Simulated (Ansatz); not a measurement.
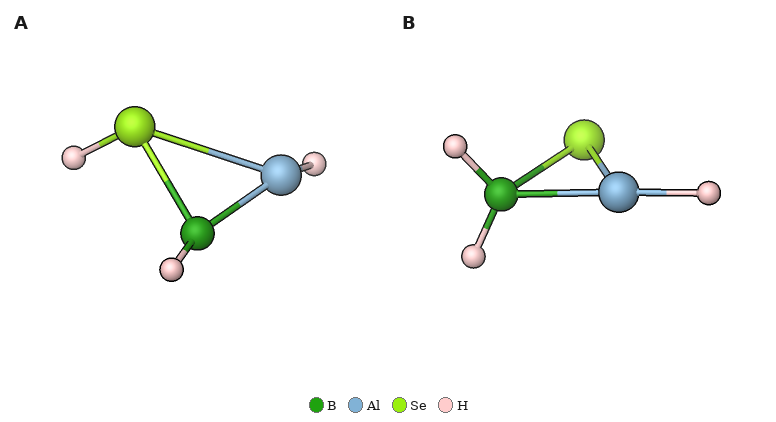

2 stationary structures of one formula. Charge −1, singlet. Geometries: PBE-D4/def2-SVPD. Electronic energies: PBE-D4/def2-SVPD (Ansatz 0.2.0), without zero-point energy. No frequency run is at hand to confirm each as a minimum.

> Which is lowest in energy, and by how much?

B is lowest (Cs); A lies 209.2 kJ/mol above it (C1).
